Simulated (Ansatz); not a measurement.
# Effect of Al → Lu on Al

The parent structure is Al in the fcc (Cu type) structure (space group Fm-3m, No. 225; a = 4.014 Å).

Perturbation: Lu takes the place of Al on all its sites; the structure is relaxed again.

Computed with Ansatz (an electronic-structure program), PBEsol, PAW, cutoff 420 eV, no spin-orbit coupling, earlier PAW set. Γ-centred 17×17×17 mesh, Fermi–Dirac width 0.05 eV, for the changed cell.

```
quantity                                  base          changed        shift
-----------------------------  ---------------  ---------------  -----------
volume per atom                       16.17 Å³         27.16 Å³    +10.99 Å³
density                             2.77 g/cm³      10.70 g/cm³  +7.93 g/cm³
lattice parameter a                    4.014 Å          4.772 Å     +0.758 Å
space group                    Fm-3m (No. 225)  Fm-3m (No. 225)            –
shortest interatomic distance          2.838 Å          3.374 Å     +0.536 Å
band gap                                  zero             zero            –
```

Final structure:

```
Lu
1.0
    0.00000     2.38576     2.38576
    2.38576     0.00000     2.38576
    2.38576     2.38576     0.00000
Lu
1
Direct
  0.00000   0.00000   0.00000
```

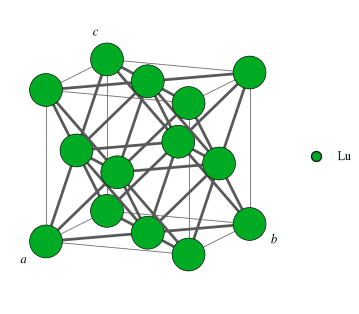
The relaxed conventional cell after the change

No phonon test of stability was made. As relaxed here, Lu is a hypothetical phase, not in the database extracts checked. The final runs are not spin-polarised.
